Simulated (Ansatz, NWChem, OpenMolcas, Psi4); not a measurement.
# Errors in the atomisation enthalpy at 298 K

6 molecules without hydrogen; the atomisation enthalpy at 298 K in kJ/mol, computed less measured. Shapes, held fixed at every level: PBE0-D4/def2-TZVP. Thermal terms are harmonic and unscaled (PBE0-D4/def2-TZVP); the spin-orbit lowering of the free atoms is taken from their spectra. Programs: Ansatz 0.2.0, NWChem 7.3.0, OpenMolcas 26.06, Psi4 1.11. A level may come from different programs for different species; with the same settings they agree closely. Measured values: Active Thermochemical Tables, NIST-JANAF tables.

Levels: A = SVWN5/cc-pVDZ; B = BLYP/cc-pVDZ; C = revPBE/cc-pVDZ; D = CCSD(T)/cc-pVDZ.

| molecule | from tabulated heats | A | B | C | D |
| --- | --- | --- | --- | --- | --- |
| BBrCl2 (bromodichloroborane) | 1262 | +225 | -62 | -31 | -113 |
| CBr2F2 (dibromodifluoromethane) | 1484 | +420 | -19 | -16 | -194 |
| CBrCl2F (bromodichlorofluoromethane) | 1391 | +366 | -61 | -39 | -200 |
| CBrClF2 (SMILES FC(F)(Cl)Br) | 1551 | +420 | -26 | -21 | -200 |
| C2F3N (cyanotrifluoromethane) | 2640 | +616 | +34 | +10 | -272 |
| C4N2 (2-butynedinitrile) | 3279 | +595 | +35 | +28 | -359 |

Question: Sum up the errors.

Answer: 
| level | kind | mean error | mean absolute error | worst case |
| --- | --- | --- | --- | --- |
| SVWN5/cc-pVDZ | LDA | +440.3 | 440.3 | C2F3N |
| BLYP/cc-pVDZ | GGA | -16.5 | 39.5 | BBrCl2 |
| revPBE/cc-pVDZ | GGA | -11.5 | 24.2 | CBrCl2F |
| CCSD(T)/cc-pVDZ | coupled cluster or CI | -223.0 | 223.0 | C4N2 |

On this set revPBE/cc-pVDZ has the smallest mean absolute error and SVWN5/cc-pVDZ the largest. SVWN5/cc-pVDZ is too high in 6 of 6; BLYP/cc-pVDZ is too low in 4 of 6; revPBE/cc-pVDZ is too low in 4 of 6; CCSD(T)/cc-pVDZ is too low in 6 of 6. The heats of C2F3N come from older tables and can be uncertain by 10 kJ/mol or more. The molecules' own spin-orbit binding is left out, so errors for heavy halides read too negative. Heats of the atoms come from ATcT where it has them, that of boron, 570 kJ/mol, from recent work. The tabulated value of BBrCl2 is in doubt (older tables, estimates, or at odds with other calculations) and kept here. Over the 5 molecules whose values aren't doubted the mean absolute errors are A 483.4; B 35.0; C 22.8; D 245.0. A functional in a double-zeta set wins here by errors that cancel. For SVWN5/cc-pVDZ and CCSD(T)/cc-pVDZ the error tends to grow with the atomisation enthalpy. Correlated wave functions converge slowly with the basis. Relativity is left out for Br. Outer-core shells of Br are correlated, in sets that cover them unevenly. The set is small.

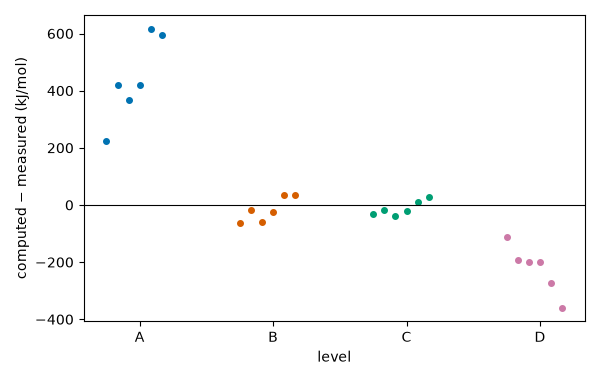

Errors of each level, one point a molecule.
